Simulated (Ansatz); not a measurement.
# BNH₃ (doublet): PBE0, B3LYP over a scan of the distance B1–N2, cc-pVDZ, part 2 of 2

Ansatz 0.2.0, Gaussian basis; cc-pVDZ, all electrons in the functionals. The steps go on from the part before.

### Step 12. PBE0, 4.746 Å

in.yaml reads:

```yaml
crystal:
  periodic: [false, false, false]
  atoms:
    - {symbol: B, position_ang: [0.000000, -0.528900, 2.695464]}
    - {symbol: N, position_ang: [0.000000, 0.324932, -1.973100]}
    - {symbol: H, position_ang: [0.000000, 0.308722, 3.548183]}
    - {symbol: H, position_ang: [0.000000, 1.253251, -2.373312]}
    - {symbol: H, position_ang: [0.000000, -0.404458, -2.667058]}
basis:
  gaussian: {orbitals: cc-pVDZ}
magnetization: {spin_polarized: true, initial_magnetization: 1}
hamiltonian: {xc: {name: PBE0}}
output: {forces: true, orbitals: {seedname: orbitals}}
```

Run with:

```bash
ansatz run in.yaml --threads 1 --pin off --events-out ev --progress --plain --max-ram 2393MiB
```

The log of the run, shortened:

```text
Functional definition: PBE0
  name "PBE0"
  cite "Adamo & Barone, J. Chem. Phys. 110, 6158 (1999) doi:10.1063/1.478522"
  cite "Perdew, Burke & Ernzerhof, Phys. Rev. Lett. 77, 3865 (1996) doi:10.1103/PhysRevLett.77.3865"
  parent pbe
[...]
401 factors; integrals over basis functions are off by at most 1.4e-3 eV
[...]
mean field -2205.45098417 eV, -81.0488287598 hartree, gradient 6.5e-8 eV, S^2 1.010868; 7 other end points of the search recorded, 0 dependent functions left out
[...]
reference -2205.45101273 eV, -81.0488298094 hartree; 8, 7 occupied and 35, 36 virtual orbitals, 401 factors
Total energy: -2205.45101273 eV, -81.0488298094 hartree
Atom 0 at     0.000000    -0.528900     2.695464 Å, force     0.000022    -0.928440    -0.880060 eV/Å
Atom 1 at     0.000000     0.324932    -1.973100 Å, force    -0.000131    -0.209137     2.253002 eV/Å
Atom 2 at     0.000000     0.308722     3.548183 Å, force    -0.000008     0.913234     0.866719 eV/Å
Atom 3 at     0.000000     1.253251    -2.373312 Å, force     0.000063     0.411532    -1.024317 eV/Å
Atom 4 at     0.000000    -0.404458    -2.667058 Å, force     0.000054    -0.187189    -1.215343 eV/Å
Dipole moment:     0.000003     0.275417    -0.171378 e Å
```

It took 7 s on 1 thread of Intel Xeon Platinum 8259CL at 2.50GHz, shared host.

From the report: ⟨S²⟩ of the determinant 1.011 (pure doublet: 0.75).

From 1.374 Å: +561.4 kJ/mol.

### Step 13. B3LYP, 1.118 Å

in.yaml reads:

```yaml
crystal:
  periodic: [false, false, false]
  atoms:
    - {symbol: B, position_ang: [0.000000, -0.153277, 0.641644]}
    - {symbol: N, position_ang: [0.000000, 0.047857, -0.458115]}
    - {symbol: H, position_ang: [0.000000, 0.684345, 1.494363]}
    - {symbol: H, position_ang: [0.000000, 0.976176, -0.858327]}
    - {symbol: H, position_ang: [0.000000, -0.681533, -1.152073]}
basis:
  gaussian: {orbitals: cc-pVDZ}
magnetization: {spin_polarized: true, initial_magnetization: 1}
hamiltonian: {xc: {name: B3LYP}}
```

Launched as before.

The log of the run, shortened:

```text
Functional definition: B3LYP
  name "B3LYP"
  cite "Stephens, Devlin, Chabalowski & Frisch, J. Phys. Chem. 98, 11623 (1994) doi:10.1021/j100096a001"
  cite "Becke, Phys. Rev. A 38, 3098 (1988) doi:10.1103/PhysRevA.38.3098"
  cite "Lee, Yang & Parr, Phys. Rev. B 37, 785 (1988) doi:10.1103/PhysRevB.37.785"
  cite "Vosko, Wilk & Nusair, Can. J. Phys. 58, 1200 (1980) doi:10.1139/p80-159"
[...]
395 factors; integrals over basis functions are off by at most 1.3e-3 eV
[...]
mean field -2211.61161041 eV, -81.2752275985 hartree, gradient 2.2e-5 eV, S^2 0.752088; 0 other end points of the search recorded, 0 dependent functions left out
reference -2211.61179292 eV, -81.2752343054 hartree; 8, 7 occupied and 35, 36 virtual orbitals, 395 factors
Total energy: -2211.61179292 eV, -81.2752343054 hartree
```

It took 0.93 s on 1 thread of Intel Xeon Platinum 8259CL at 2.50GHz, shared host.

From the report: ⟨S²⟩ of the determinant 0.752 (pure doublet: 0.75).

### Step 14. B3LYP, 1.253 Å

in.yaml reads:

```yaml
crystal:
  periodic: [false, false, false]
  atoms:
    - {symbol: B, position_ang: [0.000000, -0.167255, 0.718068]}
    - {symbol: N, position_ang: [0.000000, 0.058167, -0.514488]}
    - {symbol: H, position_ang: [0.000000, 0.670367, 1.570787]}
    - {symbol: H, position_ang: [0.000000, 0.986486, -0.914700]}
    - {symbol: H, position_ang: [0.000000, -0.671223, -1.208446]}
basis:
  gaussian: {orbitals: cc-pVDZ}
magnetization: {spin_polarized: true, initial_magnetization: 1}
hamiltonian: {xc: {name: B3LYP}}
```

The command is unchanged.

The log of the run, shortened:

```text
Functional definition: B3LYP
  name "B3LYP"
  cite "Stephens, Devlin, Chabalowski & Frisch, J. Phys. Chem. 98, 11623 (1994) doi:10.1021/j100096a001"
  cite "Becke, Phys. Rev. A 38, 3098 (1988) doi:10.1103/PhysRevA.38.3098"
  cite "Lee, Yang & Parr, Phys. Rev. B 37, 785 (1988) doi:10.1103/PhysRevB.37.785"
  cite "Vosko, Wilk & Nusair, Can. J. Phys. 58, 1200 (1980) doi:10.1139/p80-159"
[...]
396 factors; integrals over basis functions are off by at most 1.3e-3 eV
[...]
mean field -2213.74382849 eV, -81.3535851674 hartree, gradient 2.5e-5 eV, S^2 0.752109; 0 other end points of the search recorded, 0 dependent functions left out
reference -2213.74401285 eV, -81.3535919425 hartree; 8, 7 occupied and 35, 36 virtual orbitals, 396 factors
Total energy: -2213.74401285 eV, -81.3535919425 hartree
```

Run time: 0.96 s. Hardware: 1 thread of Intel Xeon Platinum 8259CL at 2.50GHz, shared host.

From the report: ⟨S²⟩ of the determinant 0.752 (pure doublet: 0.75).

### Step 15. B3LYP, 1.374 Å

in.yaml reads:

```yaml
crystal:
  periodic: [false, false, false]
  atoms:
    - {symbol: B, position_ang: [0.000000, -0.179775, 0.786527]}
    - {symbol: N, position_ang: [0.000000, 0.067403, -0.564987]}
    - {symbol: H, position_ang: [0.000000, 0.657847, 1.639246]}
    - {symbol: H, position_ang: [0.000000, 0.995722, -0.965199]}
    - {symbol: H, position_ang: [0.000000, -0.661987, -1.258945]}
basis:
  gaussian: {orbitals: cc-pVDZ}
magnetization: {spin_polarized: true, initial_magnetization: 1}
hamiltonian: {xc: {name: B3LYP}}
```

The command is unchanged.

The log of the run, shortened:

```text
Functional definition: B3LYP
  name "B3LYP"
  cite "Stephens, Devlin, Chabalowski & Frisch, J. Phys. Chem. 98, 11623 (1994) doi:10.1021/j100096a001"
  cite "Becke, Phys. Rev. A 38, 3098 (1988) doi:10.1103/PhysRevA.38.3098"
  cite "Lee, Yang & Parr, Phys. Rev. B 37, 785 (1988) doi:10.1103/PhysRevB.37.785"
  cite "Vosko, Wilk & Nusair, Can. J. Phys. 58, 1200 (1980) doi:10.1139/p80-159"
[...]
396 factors; integrals over basis functions are off by at most 1.3e-3 eV
[...]
mean field -2214.19825036 eV, -81.3702848633 hartree, gradient 3.2e-5 eV, S^2 0.752327; 0 other end points of the search recorded, 0 dependent functions left out
reference -2214.19843735 eV, -81.3702917349 hartree; 8, 7 occupied and 35, 36 virtual orbitals, 396 factors
Total energy: -2214.19843735 eV, -81.3702917349 hartree
```

Run time: 0.96 s. Hardware: 1 thread of Intel Xeon Platinum 8259CL at 2.50GHz, shared host.

From the report: ⟨S²⟩ of the determinant 0.752 (pure doublet: 0.75).

### Step 16. B3LYP, 1.532 Å

in.yaml reads:

```yaml
crystal:
  periodic: [false, false, false]
  atoms:
    - {symbol: B, position_ang: [0.000000, -0.196141, 0.876010]}
    - {symbol: N, position_ang: [0.000000, 0.079475, -0.630993]}
    - {symbol: H, position_ang: [0.000000, 0.641481, 1.728729]}
    - {symbol: H, position_ang: [0.000000, 1.007794, -1.031205]}
    - {symbol: H, position_ang: [0.000000, -0.649915, -1.324951]}
basis:
  gaussian: {orbitals: cc-pVDZ}
magnetization: {spin_polarized: true, initial_magnetization: 1}
hamiltonian: {xc: {name: B3LYP}}
```

Launched as before.

The log of the run, shortened:

```text
Functional definition: B3LYP
  name "B3LYP"
  cite "Stephens, Devlin, Chabalowski & Frisch, J. Phys. Chem. 98, 11623 (1994) doi:10.1021/j100096a001"
  cite "Becke, Phys. Rev. A 38, 3098 (1988) doi:10.1103/PhysRevA.38.3098"
  cite "Lee, Yang & Parr, Phys. Rev. B 37, 785 (1988) doi:10.1103/PhysRevB.37.785"
  cite "Vosko, Wilk & Nusair, Can. J. Phys. 58, 1200 (1980) doi:10.1139/p80-159"
[...]
396 factors; integrals over basis functions are off by at most 1.3e-3 eV
[...]
mean field -2213.80497834 eV, -81.3558323831 hartree, gradient 6.1e-5 eV, S^2 0.752868; 0 other end points of the search recorded, 0 dependent functions left out
reference -2213.80516749 eV, -81.3558393344 hartree; 8, 7 occupied and 35, 36 virtual orbitals, 396 factors
Total energy: -2213.80516749 eV, -81.3558393344 hartree
```

Wall time 0.93 s (1 thread of Intel Xeon Platinum 8259CL at 2.50GHz, shared host).

From the report: ⟨S²⟩ of the determinant 0.753 (pure doublet: 0.75).

From 1.374 Å: +37.9 kJ/mol.

### Step 17. B3LYP, 1.696 Å

in.yaml reads:

```yaml
crystal:
  periodic: [false, false, false]
  atoms:
    - {symbol: B, position_ang: [0.000000, -0.213120, 0.968851]}
    - {symbol: N, position_ang: [0.000000, 0.092000, -0.699477]}
    - {symbol: H, position_ang: [0.000000, 0.624502, 1.821570]}
    - {symbol: H, position_ang: [0.000000, 1.020319, -1.099689]}
    - {symbol: H, position_ang: [0.000000, -0.637390, -1.393435]}
basis:
  gaussian: {orbitals: cc-pVDZ}
magnetization: {spin_polarized: true, initial_magnetization: 1}
hamiltonian: {xc: {name: B3LYP}}
```

Same command.

The log of the run, shortened:

```text
Functional definition: B3LYP
  name "B3LYP"
  cite "Stephens, Devlin, Chabalowski & Frisch, J. Phys. Chem. 98, 11623 (1994) doi:10.1021/j100096a001"
  cite "Becke, Phys. Rev. A 38, 3098 (1988) doi:10.1103/PhysRevA.38.3098"
  cite "Lee, Yang & Parr, Phys. Rev. B 37, 785 (1988) doi:10.1103/PhysRevB.37.785"
  cite "Vosko, Wilk & Nusair, Can. J. Phys. 58, 1200 (1980) doi:10.1139/p80-159"
[...]
397 factors; integrals over basis functions are off by at most 1.4e-3 eV
[...]
mean field -2212.90351408 eV, -81.3227041827 hartree, gradient 4.1e-5 eV, S^2 0.753858; 0 other end points of the search recorded, 0 dependent functions left out
reference -2212.90370268 eV, -81.3227111136 hartree; 8, 7 occupied and 35, 36 virtual orbitals, 397 factors
Total energy: -2212.90370268 eV, -81.3227111136 hartree
```

Wall time 0.99 s (1 thread of Intel Xeon Platinum 8259CL at 2.50GHz, shared host).

From the report: ⟨S²⟩ of the determinant 0.754 (pure doublet: 0.75).

From 1.374 Å: +124.9 kJ/mol.

### Step 18. B3LYP, 1.926 Å

in.yaml reads:

```yaml
crystal:
  periodic: [false, false, false]
  atoms:
    - {symbol: B, position_ang: [0.000000, -0.236933, 1.099055]}
    - {symbol: N, position_ang: [0.000000, 0.109565, -0.795521]}
    - {symbol: H, position_ang: [0.000000, 0.600689, 1.951774]}
    - {symbol: H, position_ang: [0.000000, 1.037884, -1.195733]}
    - {symbol: H, position_ang: [0.000000, -0.619825, -1.489479]}
basis:
  gaussian: {orbitals: cc-pVDZ}
magnetization: {spin_polarized: true, initial_magnetization: 1}
hamiltonian: {xc: {name: B3LYP}}
```

Launched as before.

The log of the run, shortened:

```text
Functional definition: B3LYP
  name "B3LYP"
  cite "Stephens, Devlin, Chabalowski & Frisch, J. Phys. Chem. 98, 11623 (1994) doi:10.1021/j100096a001"
  cite "Becke, Phys. Rev. A 38, 3098 (1988) doi:10.1103/PhysRevA.38.3098"
  cite "Lee, Yang & Parr, Phys. Rev. B 37, 785 (1988) doi:10.1103/PhysRevB.37.785"
  cite "Vosko, Wilk & Nusair, Can. J. Phys. 58, 1200 (1980) doi:10.1139/p80-159"
[...]
400 factors; integrals over basis functions are off by at most 1.3e-3 eV
[...]
mean field -2211.45812997 eV, -81.2695872964 hartree, gradient 4.4e-5 eV, S^2 0.756988; 0 other end points of the search recorded, 0 dependent functions left out
reference -2211.45831717 eV, -81.2695941756 hartree; 8, 7 occupied and 35, 36 virtual orbitals, 400 factors
Total energy: -2211.45831717 eV, -81.2695941756 hartree
```

It took 0.99 s on 1 thread of Intel Xeon Platinum 8259CL at 2.50GHz, shared host.

From the report: ⟨S²⟩ of the determinant 0.757 (pure doublet: 0.75).

From 1.374 Å: +264.4 kJ/mol.

### Step 19. B3LYP, 2.244 Å

in.yaml reads:

```yaml
crystal:
  periodic: [false, false, false]
  atoms:
    - {symbol: B, position_ang: [0.000000, -0.269857, 1.279075]}
    - {symbol: N, position_ang: [0.000000, 0.133851, -0.928311]}
    - {symbol: H, position_ang: [0.000000, 0.567765, 2.131794]}
    - {symbol: H, position_ang: [0.000000, 1.062170, -1.328523]}
    - {symbol: H, position_ang: [0.000000, -0.595539, -1.622269]}
basis:
  gaussian: {orbitals: cc-pVDZ}
magnetization: {spin_polarized: true, initial_magnetization: 1}
hamiltonian: {xc: {name: B3LYP}}
```

Launched as before.

The log of the run, shortened:

```text
Functional definition: B3LYP
  name "B3LYP"
  cite "Stephens, Devlin, Chabalowski & Frisch, J. Phys. Chem. 98, 11623 (1994) doi:10.1021/j100096a001"
  cite "Becke, Phys. Rev. A 38, 3098 (1988) doi:10.1103/PhysRevA.38.3098"
  cite "Lee, Yang & Parr, Phys. Rev. B 37, 785 (1988) doi:10.1103/PhysRevB.37.785"
  cite "Vosko, Wilk & Nusair, Can. J. Phys. 58, 1200 (1980) doi:10.1139/p80-159"
[...]
401 factors; integrals over basis functions are off by at most 1.3e-3 eV
[...]
mean field -2209.68431570 eV, -81.2044008242 hartree, gradient 2.8e-5 eV, S^2 0.782936; 3 other end points of the search recorded, 0 dependent functions left out
reference -2209.68450678 eV, -81.2044078464 hartree; 8, 7 occupied and 35, 36 virtual orbitals, 401 factors
Total energy: -2209.68450678 eV, -81.2044078464 hartree
```

Run time: 1.3 s. Hardware: 1 thread of Intel Xeon Platinum 8259CL at 2.50GHz, shared host.

From the report: ⟨S²⟩ of the determinant 0.783 (pure doublet: 0.75).

From 1.374 Å: +435.5 kJ/mol.

### Step 20. B3LYP, 2.523 Å

in.yaml reads:

```yaml
crystal:
  periodic: [false, false, false]
  atoms:
    - {symbol: B, position_ang: [0.000000, -0.298743, 1.437018]}
    - {symbol: N, position_ang: [0.000000, 0.155159, -1.044817]}
    - {symbol: H, position_ang: [0.000000, 0.538879, 2.289737]}
    - {symbol: H, position_ang: [0.000000, 1.083478, -1.445029]}
    - {symbol: H, position_ang: [0.000000, -0.574231, -1.738775]}
basis:
  gaussian: {orbitals: cc-pVDZ}
magnetization: {spin_polarized: true, initial_magnetization: 1}
hamiltonian: {xc: {name: B3LYP}}
```

Launched as before.

The log of the run, shortened:

```text
Functional definition: B3LYP
  name "B3LYP"
  cite "Stephens, Devlin, Chabalowski & Frisch, J. Phys. Chem. 98, 11623 (1994) doi:10.1021/j100096a001"
  cite "Becke, Phys. Rev. A 38, 3098 (1988) doi:10.1103/PhysRevA.38.3098"
  cite "Lee, Yang & Parr, Phys. Rev. B 37, 785 (1988) doi:10.1103/PhysRevB.37.785"
  cite "Vosko, Wilk & Nusair, Can. J. Phys. 58, 1200 (1980) doi:10.1139/p80-159"
[...]
401 factors; integrals over basis functions are off by at most 1.3e-3 eV
[...]
mean field -2208.68723063 eV, -81.1677586238 hartree, gradient 2.2e-5 eV, S^2 1.087324; 8 other end points of the search recorded, 0 dependent functions left out
reference -2208.68743707 eV, -81.1677662101 hartree; 8, 7 occupied and 35, 36 virtual orbitals, 401 factors
Total energy: -2208.68743707 eV, -81.1677662101 hartree
```

Wall time 4.7 s (1 thread of Intel Xeon Platinum 8259CL at 2.50GHz, shared host).

From the report: ⟨S²⟩ of the determinant 1.087 (pure doublet: 0.75).

From 1.374 Å: +531.7 kJ/mol.

### Step 21. B3LYP, 3.021 Å

in.yaml reads:

```yaml
crystal:
  periodic: [false, false, false]
  atoms:
    - {symbol: B, position_ang: [0.000000, -0.350303, 1.718937]}
    - {symbol: N, position_ang: [0.000000, 0.193192, -1.252772]}
    - {symbol: H, position_ang: [0.000000, 0.487319, 2.571656]}
    - {symbol: H, position_ang: [0.000000, 1.121511, -1.652984]}
    - {symbol: H, position_ang: [0.000000, -0.536198, -1.946730]}
basis:
  gaussian: {orbitals: cc-pVDZ}
magnetization: {spin_polarized: true, initial_magnetization: 1}
hamiltonian: {xc: {name: B3LYP}}
```

Launched as before.

The log of the run, shortened:

```text
Functional definition: B3LYP
  name "B3LYP"
  cite "Stephens, Devlin, Chabalowski & Frisch, J. Phys. Chem. 98, 11623 (1994) doi:10.1021/j100096a001"
  cite "Becke, Phys. Rev. A 38, 3098 (1988) doi:10.1103/PhysRevA.38.3098"
  cite "Lee, Yang & Parr, Phys. Rev. B 37, 785 (1988) doi:10.1103/PhysRevB.37.785"
  cite "Vosko, Wilk & Nusair, Can. J. Phys. 58, 1200 (1980) doi:10.1139/p80-159"
[...]
401 factors; integrals over basis functions are off by at most 1.4e-3 eV
[...]
mean field -2208.60955850 eV, -81.1649042255 hartree, gradient 6.1e-6 eV, S^2 0.981210; 11 other end points of the search recorded, 0 dependent functions left out
reference -2208.60978881 eV, -81.1649126893 hartree; 8, 7 occupied and 35, 36 virtual orbitals, 401 factors
Total energy: -2208.60978881 eV, -81.1649126893 hartree
```

Run time: 5.5 s. Hardware: 1 thread of Intel Xeon Platinum 8259CL at 2.50GHz, shared host.

From the report: ⟨S²⟩ of the determinant 0.981 (pure doublet: 0.75).

From 1.374 Å: +539.2 kJ/mol.

### Step 22. B3LYP, 3.709 Å

in.yaml reads:

```yaml
crystal:
  periodic: [false, false, false]
  atoms:
    - {symbol: B, position_ang: [0.000000, -0.421535, 2.108415]}
    - {symbol: N, position_ang: [0.000000, 0.245735, -1.540068]}
    - {symbol: H, position_ang: [0.000000, 0.416087, 2.961134]}
    - {symbol: H, position_ang: [0.000000, 1.174054, -1.940280]}
    - {symbol: H, position_ang: [0.000000, -0.483655, -2.234026]}
basis:
  gaussian: {orbitals: cc-pVDZ}
magnetization: {spin_polarized: true, initial_magnetization: 1}
hamiltonian: {xc: {name: B3LYP}}
```

The command is unchanged.

The log of the run, shortened:

```text
Functional definition: B3LYP
  name "B3LYP"
  cite "Stephens, Devlin, Chabalowski & Frisch, J. Phys. Chem. 98, 11623 (1994) doi:10.1021/j100096a001"
  cite "Becke, Phys. Rev. A 38, 3098 (1988) doi:10.1103/PhysRevA.38.3098"
  cite "Lee, Yang & Parr, Phys. Rev. B 37, 785 (1988) doi:10.1103/PhysRevB.37.785"
  cite "Vosko, Wilk & Nusair, Can. J. Phys. 58, 1200 (1980) doi:10.1139/p80-159"
[...]
401 factors; integrals over basis functions are off by at most 1.4e-3 eV
[...]
mean field -2208.60646683 eV, -81.1647906089 hartree, gradient 4.5e-6 eV, S^2 0.895389; 8 other end points of the search recorded, 0 dependent functions left out
reference -2208.60670991 eV, -81.1647995417 hartree; 8, 7 occupied and 35, 36 virtual orbitals, 401 factors
Total energy: -2208.60670991 eV, -81.1647995417 hartree
```

It took 4.8 s on 1 thread of Intel Xeon Platinum 8259CL at 2.50GHz, shared host.

From the report: ⟨S²⟩ of the determinant 0.895 (pure doublet: 0.75).

From 1.374 Å: +539.5 kJ/mol.

### Step 23. B3LYP, 4.746 Å

in.yaml reads:

```yaml
crystal:
  periodic: [false, false, false]
  atoms:
    - {symbol: B, position_ang: [0.000000, -0.528900, 2.695464]}
    - {symbol: N, position_ang: [0.000000, 0.324932, -1.973100]}
    - {symbol: H, position_ang: [0.000000, 0.308722, 3.548183]}
    - {symbol: H, position_ang: [0.000000, 1.253251, -2.373312]}
    - {symbol: H, position_ang: [0.000000, -0.404458, -2.667058]}
basis:
  gaussian: {orbitals: cc-pVDZ}
magnetization: {spin_polarized: true, initial_magnetization: 1}
hamiltonian: {xc: {name: B3LYP}}
```

Launched as before.

The log of the run, shortened:

```text
Functional definition: B3LYP
  name "B3LYP"
  cite "Stephens, Devlin, Chabalowski & Frisch, J. Phys. Chem. 98, 11623 (1994) doi:10.1021/j100096a001"
  cite "Becke, Phys. Rev. A 38, 3098 (1988) doi:10.1103/PhysRevA.38.3098"
  cite "Lee, Yang & Parr, Phys. Rev. B 37, 785 (1988) doi:10.1103/PhysRevB.37.785"
  cite "Vosko, Wilk & Nusair, Can. J. Phys. 58, 1200 (1980) doi:10.1139/p80-159"
[...]
401 factors; integrals over basis functions are off by at most 1.4e-3 eV
[...]
mean field -2208.58830768 eV, -81.1641232722 hartree, gradient 6.3e-6 eV, S^2 0.862727; 8 other end points of the search recorded, 0 dependent functions left out
reference -2208.58856593 eV, -81.1641327628 hartree; 8, 7 occupied and 35, 36 virtual orbitals, 401 factors
Total energy: -2208.58856593 eV, -81.1641327628 hartree
```

Wall time 6 s (1 thread of Intel Xeon Platinum 8259CL at 2.50GHz, shared host).

From the report: ⟨S²⟩ of the determinant 0.863 (pure doublet: 0.75).

From 1.374 Å: +541.3 kJ/mol.

### Step 24. Against the wave-function levels

The yardstick is UCCSDT(Q), where the cluster series has nearly closed. It comes from earlier runs at the same points. Energies in kJ/mol, counted from 1.374 Å; blanks weren't run or aren't comparable.

```csv
level,1.118 Å,1.253 Å,1.374 Å,1.532 Å,1.696 Å,1.926 Å,2.244 Å,2.523 Å,3.021 Å,3.709 Å,4.746 Å
UCCSDT(Q),273.9,52.3,0.0,31.7,115.5,252.8,,509.5,497.1,492.4,493.0
PBE0,250.5,43.5,0.0,39.7,129.4,273.6,451.9,548.8,556.6,558.9,561.4
B3LYP,249.6,43.8,0.0,37.9,124.9,264.4,435.5,531.7,539.2,539.5,541.3
```

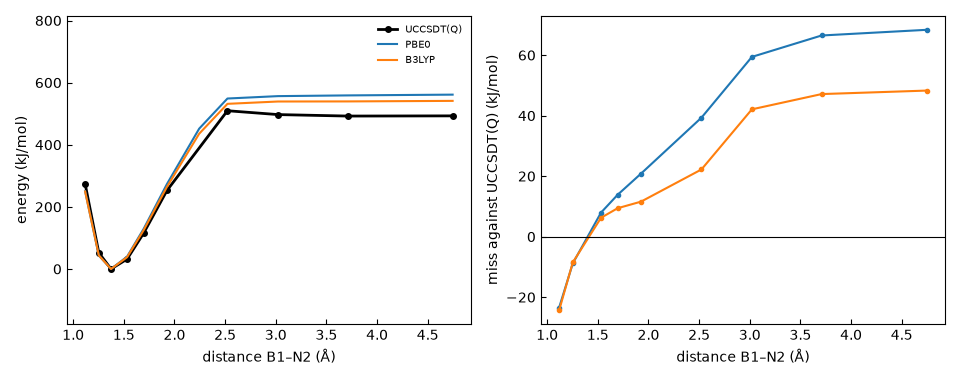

Left: the curves (the axis may cut off levels that run far away). Right: misses against UCCSDT(Q), in the same colours.

Largest miss and mean time a point (UCCSDT(Q) took 45 s a point; shared hosts):

```csv
level,largest miss (kJ/mol),where,time a point
PBE0,+68.4,4.746 Å,2.8 s
B3LYP,+48.3,4.746 Å,2.6 s
```

### Step 25. Outcome

What follows sums up all 2 parts.

```
                                              quantity                   value
span of the UCCSDT(Q) curve (points where it is known)            509.5 kJ/mol
                                    largest miss, PBE0  +68.4 kJ/mol (4.746 Å)
                                   largest miss, B3LYP  +48.3 kJ/mol (4.746 Å)
```

Misses are known at 9 of 10 points at best, and only functionals with that many are ranked. Of the functionals, B3LYP keep the smallest largest miss at the points compared (at most 48.3 kJ/mol) and PBE0 strays most (68.4 kJ/mol, at 4.746 Å). PBE0, B3LYP clearly break the spin symmetry at some points (⟨S²⟩ up to 0.46 above the pure value), so energy there is bought with a mixed spin. Functionals and the yardstick converge differently with the basis, so part of each miss in cc-pVDZ is the basis.
